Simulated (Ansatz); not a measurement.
# Calculations on SnSiH6OCl2

## 1. Relaxation

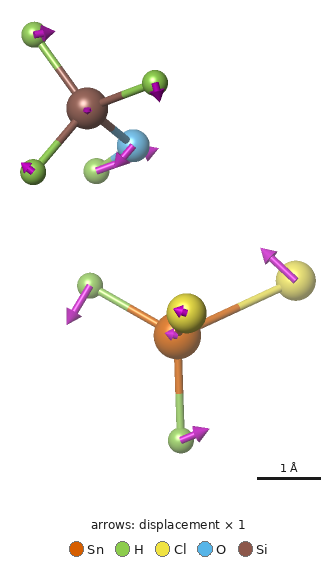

A relaxation of SnSiH$_{6}$OCl$_{2}$. The starting structure is drawn; purple arrows show the displacements, at their true length. The two geometries are superimposed by the best rigid fit.

The picture is a ball-and-stick view, seen from a free direction.

The run prepares an end point of a later path (reaction) calculation, from a guessed geometry.

All numbers below come from RKS PBE0-D4/def2-SVP (Ansatz 0.2.0). (no spin polarisation; force threshold 0.03 eV/Å; at most 50 steps)

> Atoms of which element are displaced furthest, and by how much?

Hydrogen: up to 1.08 Å, against 0.79 Å for chlorine.

> What did the optimiser do to the structure, and how much energy did it gain?

The largest move after the best rigid fit is that of an H atom, 1.08 Å. By element the largest moves are H 1.08 Å, Cl 0.79 Å, O 0.49 Å, Sn 0.22 Å, Si 0.10 Å. Among the contacts that change: O–Sn 3.156 → 2.781 Å, Cl–Sn 2.336 → 2.374 Å, H–Sn 1.730 → 1.696 Å, H–O 0.982 → 0.967 Å. Among the angles between lasting bonds that change: O–Si–H 106.5° → 112.2°, O–Si–H 111.3° → 105.9°, Cl–Sn–H 106.9° → 101.4°. Groups turn about O–Si by about 130°. After 20 geometry steps the energy has fallen by 6.85 kcal/mol. Largest force component: 0.69 eV/Å at the start, 0.023 eV/Å at the end. Cost: 49 s on 4 threads of Arm Neoverse V2 (shared host), peak memory 0.36 GiB.

## 2. Relaxation

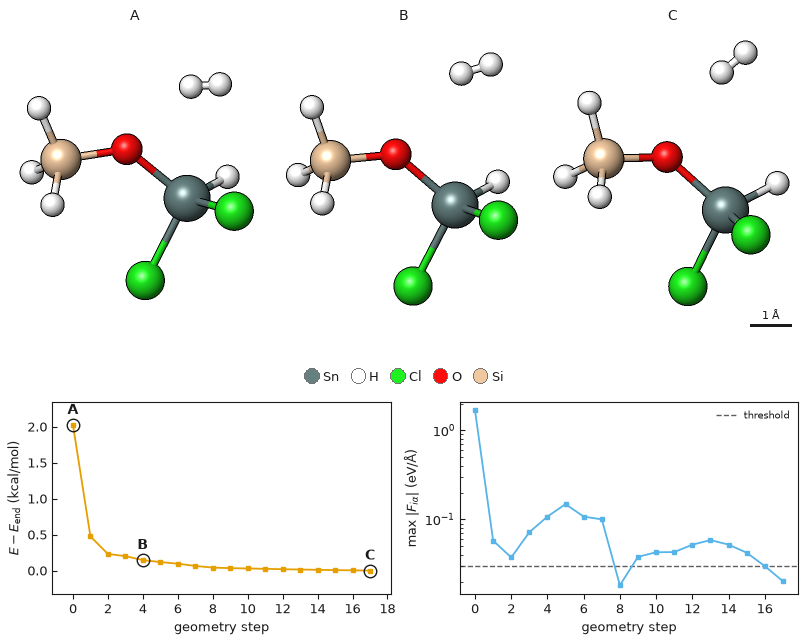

Frames of a relaxation of SnSiH6OCl2, marked on the history of the run. The picture is a ball-and-stick view, seen face on.

The run prepares an end point of a later path (reaction) calculation, from a guessed geometry.

These are results of RKS PBE0-D4/def2-SVP (Ansatz 0.2.0), not measurements.

The input:
```yaml
crystal:
  periodic: [false, false, false]
  atoms:
    - { symbol: Sn, position_ang: [0.476418, 0.248214, -0.196078] }
    - { symbol: H, position_ang: [-1.253087, 0.218898, 2.185565] }
    - { symbol: Cl, position_ang: [2.217188, 0.070559, -1.746338] }
    - { symbol: Cl, position_ang: [-0.991037, 1.875008, -0.985842] }
    - { symbol: H, position_ang: [-0.279977, -1.245074, 0.055439] }
    - { symbol: O, position_ang: [1.336905, 0.965865, 1.411649] }
    - { symbol: Si, position_ang: [2.822399, 1.686364, 1.682141] }
    - { symbol: H, position_ang: [3.908711, 0.659738, 1.688586] }
    - { symbol: H, position_ang: [3.127899, 2.709566, 0.636766] }
    - { symbol: H, position_ang: [2.752482, 2.34181, 3.019047] }
    - { symbol: H, position_ang: [-0.5999, 0.465453, 2.359767] }
basis:
  gaussian: { orbitals: def2-SVP }
hamiltonian:
  xc: pbe0
  dispersion: d4
relax:
  f_tol: 0.03
  max_steps: 50
output:
  orbitals: {}
```

Launched with:
```bash
ansatz run input.yaml --threads 4 --pin off --max-ram 5120MiB --backend cpu --events-out ev --progress --plain --runs-dir out
```

### What happens along the run?

Over 17 geometry steps the energy falls by 2.02 kcal/mol. Largest force component: 1.7 eV/Å at the start, 0.02 eV/Å at the end. The forces were under the threshold at step 8, but the run went on from there. H2 moves most after the best rigid fit: 0.85 Å. By element the largest moves are H 0.85 Å, Cl 0.80 Å, O 0.30 Å, Sn 0.29 Å, Si 0.14 Å. Near-neighbour distances that change, for instance: H2–H11 0.720 → 0.763 Å, Sn1–Cl3 2.338 → 2.333 Å. Bond angles that change, for instance: H5–Sn1–O6 113.4° → 110.1°, Cl3–Sn1–O6 104.2° → 106.5°. Groups turn about Sn1–O6 by about 35°. From step 0 to 4: H2 moves most (0.49 Å), energy −1.88 kcal/mol. From step 4 to 17: Cl4 moves most (0.58 Å), energy −0.15 kcal/mol.

| step | E − E(0), kcal/mol | largest force component, eV/Å |
| --- | --- | --- |
| 0 | 0.00 | 1.6723 |
| 1 | -1.55 | 0.0579 |
| 2 | -1.79 | 0.0375 |
| 3 | -1.82 | 0.0720 |
| 4 | -1.88 | 0.1079 |
| 5 | -1.90 | 0.1489 |
| 6 | -1.93 | 0.1077 |
| 7 | -1.96 | 0.1003 |
| 8 | -1.98 | 0.0183 |
| 9 | -1.99 | 0.0381 |
| 10 | -1.99 | 0.0429 |
| 11 | -2.00 | 0.0431 |
| 12 | -2.00 | 0.0521 |
| 13 | -2.01 | 0.0587 |
| 14 | -2.01 | 0.0523 |
| 15 | -2.02 | 0.0424 |
| 16 | -2.02 | 0.0300 |
| 17 | -2.02 | 0.0203 |

Limits of the set-up: the start holds two separate molecules, 2.2 Å apart at their closest, whose relative position is a soft coordinate.

## 3. Path

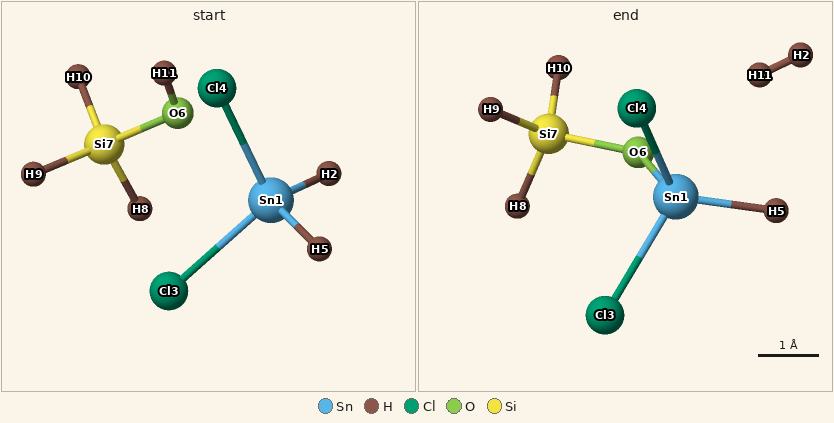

The two relaxed end points of a path for SnSiH₆OCl₂, made up at the start of SnH₂Cl₂ and SiH4O. The picture is a ball-and-stick view, seen from a free direction.

Theory: RKS PBE0-D4/def2-SVP in Ansatz.

Set-up: 7 movable images; climbing image; force threshold 0.05 eV/Å; iteration limit 60.

Start:
```xyz
11

Sn   -0.1515   -0.3068   -0.0658
H    -0.3441   -0.8883    1.5159
Cl    2.0864   -0.3249   -0.7986
Cl   -1.1063    1.8453   -0.3688
H    -0.9462   -1.2057   -1.2872
O     1.0893    1.4651    1.6817
Si    2.7294    1.7454    1.9366
H     3.3187    0.4265    2.2814
H     3.3921    2.3366    0.7390
H     2.8978    2.6880    3.0848
H     0.5525    2.2153    1.3917
```

End:
```xyz
11

Sn    0.6023    0.2369   -0.4824
H    -1.3572    0.3789    2.9089
Cl    2.3538   -0.5954   -1.7804
Cl   -0.1367    2.1947   -1.5082
H    -0.6423   -0.8899   -0.2502
O     1.3788    0.7445    1.2397
Si    2.6974    1.6535    1.7128
H     3.9263    0.8076    1.7657
H     2.9273    2.7820    0.7594
H     2.4079    2.1948    3.0715
H    -0.6396    0.4890    2.6739
```

### Predict the minimum-energy path and its barrier.

Forward barrier 33.7 kcal/mol, backward barrier 27.4 kcal/mol, with image 4 at the top; the reaction energy is +6.3 kcal/mol. Breaking: O6–H11 (0.97 → 1.21 at the top → 2.49 Å), Sn1–H2 (1.70 → 2.03 at the top → 3.92 Å). Forming: H2–H11 (3.23 → 1.04 at the top → 0.76 Å), Sn1–O6 (2.78 → 2.12 at the top → 1.96 Å). The band converged in 24 iterations. The largest component of the band force went from 45 to 0.049 eV/Å. The climbing image converged on the top of the path. Its vibrational analysis gives one imaginary mode (1349i cm⁻¹), as a transition state must have.

Energies of the converged images:

```json
{"image": "0", "path (Å)": "0.00", "E (kcal/mol)": "0.0"}
{"image": "1", "path (Å)": "1.19", "E (kcal/mol)": "2.1"}
{"image": "2", "path (Å)": "2.37", "E (kcal/mol)": "5.3"}
{"image": "3", "path (Å)": "3.56", "E (kcal/mol)": "10.0"}
{"image": "4", "path (Å)": "4.74", "E (kcal/mol)": "33.7"}
{"image": "5", "path (Å)": "5.59", "E (kcal/mol)": "11.6"}
{"image": "6", "path (Å)": "6.43", "E (kcal/mol)": "6.7"}
{"image": "7", "path (Å)": "7.28", "E (kcal/mol)": "6.4"}
{"image": "8", "path (Å)": "8.13", "E (kcal/mol)": "6.3"}
```

The geometry at the top of the path:

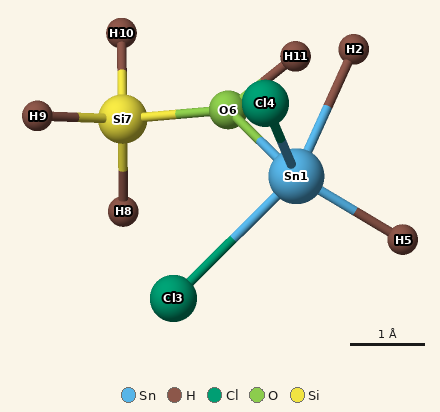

Limits of the set-up: the start holds two separate molecules, 2.4 Å apart at their closest, whose relative position is a soft coordinate.

The run took 5.9 min on 4 threads of Arm Neoverse V2, with other jobs on the host, peak memory 0.37 GiB.
